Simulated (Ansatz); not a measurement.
**Li (Im-3m): the Drude term of Re ε in the infrared**

Re ε of Li (Im-3m) at low photon energies is read from one computed spectrum; the carriers' damping was typed as γ = 0.05 eV.

It takes space group Im-3m (No. 229, cubic). The conventional cell has a = 3.509 Å, b = 3.509 Å, c = 3.509 Å, α = 90.00°, β = 90.00°, γ = 90.00°. Li on site a has 8 Li at 3.04 Å as nearest neighbours.

Method: Ansatz 0.2.0, r2SCAN, independent particles, k-mesh 16×16×16 with interpolation inside its cells, Gaussian parameter 0.1 eV.

Launch of the response step: `ansatz run input.yaml --threads 4 --pin off --max-ram 8192MiB --backend cpu --events-out ev --progress --plain --runs-dir out`. The run took 9 s, on 4 threads of Intel(R) Xeon(R) Processor @ 2.50GHz (Skylake/Cascade Lake), on a shared host.

| photon energy E (eV) | wavelength (µm) | Re ε |
| --- | --- | --- |
| 0.25 | 4.96 | -729.9 |
| 0.30 | 4.13 | -512.5 |
| 0.35 | 3.54 | -378.9 |
| 0.40 | 3.10 | -291.1 |
| 0.50 | 2.48 | -186.9 |
| 0.60 | 2.07 | -129.7 |
| 0.70 | 1.77 | ? |

A Drude term over a constant background gives Re ε = ε_b − ωp²/(E² + γ²), linear in 1/(E² + γ²).

Working, on the rows shown:

| x = 1/(E² + γ²) (eV⁻²) | y = Re ε |
| --- | --- |
| 15.3846 | -729.9 |
| 10.8108 | -512.5 |
| 8 | -378.9 |
| 6.15385 | -291.1 |
| 3.9604 | -186.9 |
| 2.75862 | -129.7 |

Means: x̄ = 7.8447, ȳ = -371.5. Σ(x − x̄)(y − ȳ) = -5204, Σ(x − x̄)² = 109.5. Slope = -5204 / 109.5 = -47.54; intercept = ȳ − slope · x̄ = 1.3986. The line misses the rows shown by at most 0.041.

**Question.** Fill in the last column of the withheld row.

**Answer.** At x = 2.0305 the line gives y = -95.119. The run gave -95.1, so the extrapolation holds to the digits printed.

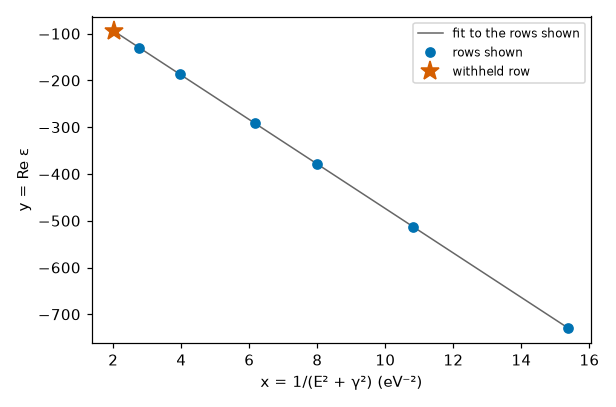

Refitted with all rows, the slope is -47.54 and the intercept 1.4062. These give ωp = √(−slope) = 6.89 eV, against 6.89 eV from the program's Fermi-surface sum, and a background ε_b = 1.4 from interband transitions. The values come from a sum over the points of one k-mesh and carry its error, which is largest for Fermi-surface quantities.
